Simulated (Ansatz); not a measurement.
The relaxed structure here is a generated cell of SnO: the first start was made by placing the elements on the sites of a structure type, and the end was not matched to a known phase here, so it may be hypothetical. Known forms of SnO include space group No. 129.

A relaxed structure of SnO. Space group P6₃/mmc (No. 194). Calculation: PBE (plane waves to 420 eV, PAW, scalar-relativistic; Ansatz, a program for electronic structure).

```cif
data_O2Sn2
_chemical_formula_sum 'Sn2 O2'
_space_group_name_H-M_alt 'P63/mmc'
_space_group_IT_number 194
_space_group_name_Hall '-P 6c 2c'
_cell_length_a 4.17144
_cell_length_b 4.17144
_cell_length_c 5.23788
_cell_angle_alpha 90.000
_cell_angle_beta 90.000
_cell_angle_gamma 120.000
loop_
_atom_site_label
_atom_site_type_symbol
_atom_site_symmetry_multiplicity
_atom_site_Wyckoff_symbol
_atom_site_fract_x
_atom_site_fract_y
_atom_site_fract_z
_atom_site_occupancy
Sn1 Sn 2 c 0.33333 0.66667 0.25000 1
O1 O 2 d 0.66667 0.33333 0.25000 1
```

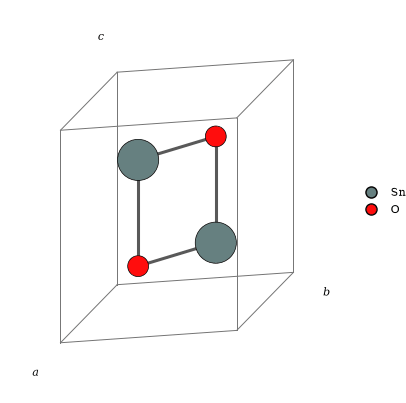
The conventional cell of the relaxed structure

```yaml
volume_per_atom: 19.73 Å³
band_gap: 0.48 eV, direct at H (no spin-orbit coupling)
shortest_distances: O–Sn 2.41 Å; Sn–Sn 3.56 Å; O–O 3.56 Å
k-mesh: 9×9×6
```

No spin polarisation in the result.

The run could not lose the symmetry of its start, so the end can be a saddle point.

All atoms sit on sites fixed by symmetry, so only the cell could relax.
